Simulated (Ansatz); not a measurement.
Al2Ga3P5

```
Al Ga P
1.0
     3.89404    0.00000    0.00000
     0.00000    3.89404    0.00000
     0.00000    0.00000   27.53408
Al Ga P
4 6 10
Direct
  0.50000 0.50000 0.20000
  0.00000 0.00000 0.70000
  0.00000 0.00000 0.30000
  0.50000 0.50000 0.80000
  0.50000 0.50000 0.40001
  0.00000 0.00000 0.90001
  0.50000 0.50000 0.00000
  0.00000 0.00000 0.50000
  0.00000 0.00000 0.09999
  0.50000 0.50000 0.59999
  0.50000 0.00000 0.25000
  0.00000 0.50000 0.75000
  0.00000 0.50000 0.34979
  0.50000 0.00000 0.84979
  0.50000 0.00000 0.45002
  0.00000 0.50000 0.95002
  0.50000 0.00000 0.04998
  0.00000 0.50000 0.54998
  0.00000 0.50000 0.15021
  0.50000 0.00000 0.65021
```

Space group I-4m2; a structure generated by program, which may or may not match a known phase; computed pressure about −2 GPa in this cell.

Level of theory: DFT r2SCAN, scalar-relativistic, plane waves, PAW in Ansatz.

What will maps of the valence pseudo-density and electron localisation function show?

Answer. Al–P (2.38 Å): the density is about 0.52 e/Å³ at the midpoint; the ELF peaks at about 0.95 between the atoms: a shared electron pair.
Ga–P (2.38 Å): the density is about 0.54 e/Å³ at the midpoint; the ELF peaks at about 0.90 in the valence shell of P, 0.9 Å from its nucleus, and is about 0.80 at the midpoint.
Bader's partition of the density gives Al +2.18, Ga +0.91 and P −2.17 to −0.91 e.

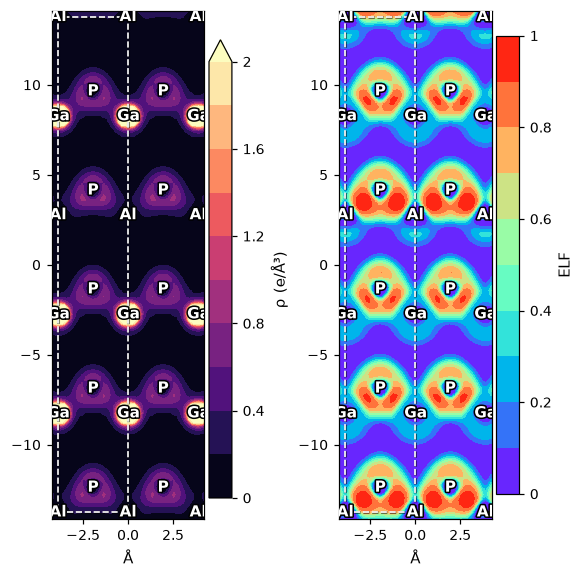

Computed valence pseudo-density and electron localisation function on the (100) plane of the conventional cell, in this order. 
